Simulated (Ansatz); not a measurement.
FH$_{3}$O$_{2}$Zn

Input

```
crystal:
  periodic: [false, false, false]
  atoms:
    - { symbol: Zn, position_ang: [-0.312214, -0.053621, 0.027536] }
    - { symbol: O, position_ang: [-0.292786, 0.227833, 1.793992] }
    - { symbol: H, position_ang: [-0.963711, -0.244256, 2.29696] }
    - { symbol: O, position_ang: [-0.462932, -0.199552, -1.727572] }
    - { symbol: H, position_ang: [0.317767, -0.575013, -2.146339] }
    - { symbol: F, position_ang: [2.308136, -0.741493, 1.04123] }
    - { symbol: H, position_ang: [1.793741, -0.457198, 1.757394] }
basis:
  gaussian: { orbitals: def2-SVP }
hamiltonian:
  xc: pbe0
relax:
  f_tol: 0.03
  max_steps: 50
output:
  orbitals: {}
```

Run with:

```sh
ansatz run input.yaml --threads 2 --pin off --max-ram 3072MiB --backend cpu --events-out ev --progress --plain --runs-dir out
```

The fields are those of the run's last geometry, not of the input's.

The calculation used RKS PBE0/def2-SVP in Ansatz 0.2.0.

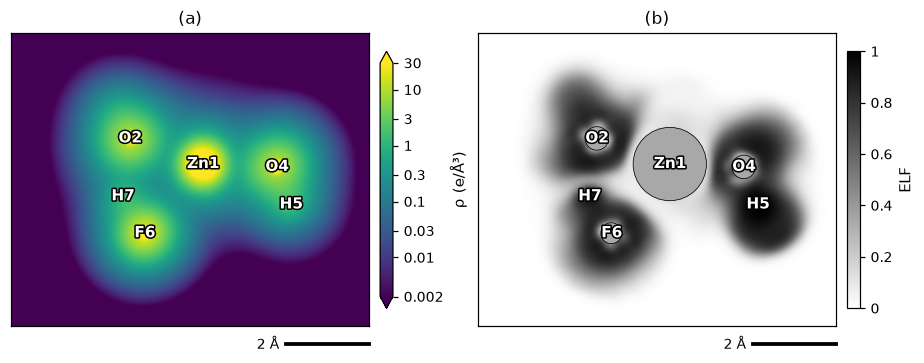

Figure 1. (a) electron density; (b) electron localisation function on the plane of atoms Zn1, F6 and H7. Grey discs cover the atomic cores in the ELF map.

Q: Interpret the plot.

A: The section cuts through Zn, O, H and F sites.
Zn–O (1.77 Å): the density is about 0.87 e/Å³ at the midpoint; the ELF peaks at about 0.80 in the valence shell of O, 0.6 Å from its nucleus, and is about 0.15 at the midpoint.
Zn–F (2.17 Å): the density is about 0.3 e/Å³ at the midpoint; the ELF is about 0.10 at the midpoint.
O–H (0.96 Å): the density is about 3.6 e/Å³ at the midpoint; the ELF climbs to about 1 towards the hydrogen, as it does in any bond to H; an ordinary covalent bond to hydrogen.
Zn–O (1.86 Å): ρ at the midpoint is about 0.7 e/Å³; the ELF peaks at about 0.85 in the valence shell of O, 0.6 Å from its nucleus, and is about 0.15 at the midpoint.
F–H (1.02 Å): ρ is about 3.8 e/Å³ halfway; the ELF climbs to about 0.90 towards the hydrogen.
The ELF also peaks beside F6 and O4, away from the bonds: lone-pair regions.

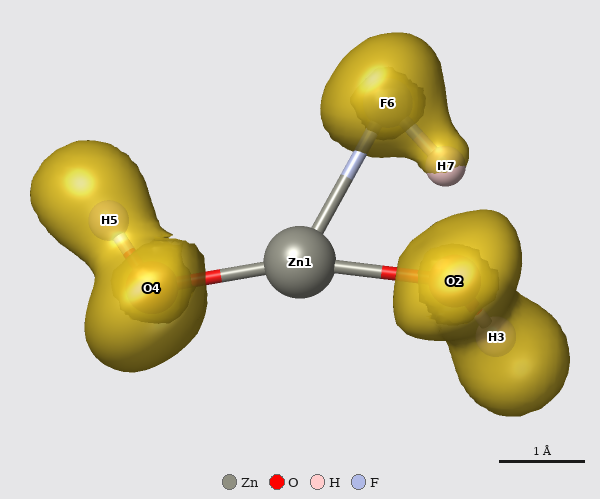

Figure 2. Isosurface of the electron localisation function at 0.75 (yellow), seen across its widest extent. Only the valence region is drawn (cores and ρ < 0.01 e/Å³ removed).

Q: Where are the electrons localised?

A: The surface consists of one joined region spread over several atoms (F, H), in which their bonds and any lone pairs are merged and two joined regions spread over several atoms (H, O), in which their bonds and any lone pairs are merged.

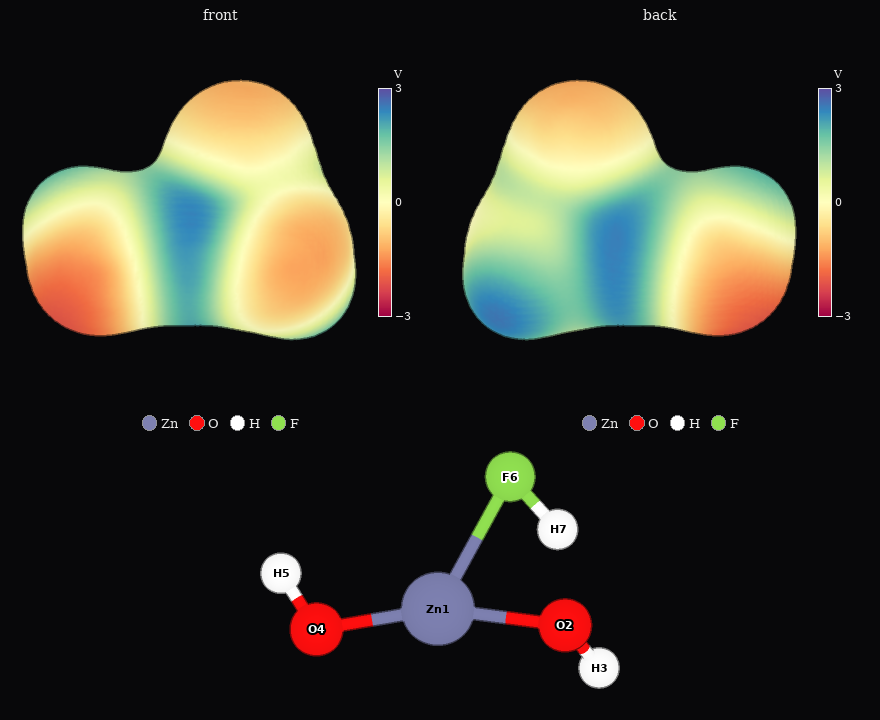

Figure 3. The molecular electrostatic potential painted on the density surface at 0.002 e/bohr³, seen from the front and from behind; red is negative and blue positive. The bare structure is drawn below in the same view.

Q: Describe the electrostatic potential map.

A: The most negative region (about −2.1 V, or −48 kcal/mol for a unit charge) lies over O4, the most positive (about +2.5 V, or +58 kcal/mol for a unit charge) over Zn1 and H3. O4 is the likeliest acceptor of a hydrogen bond.
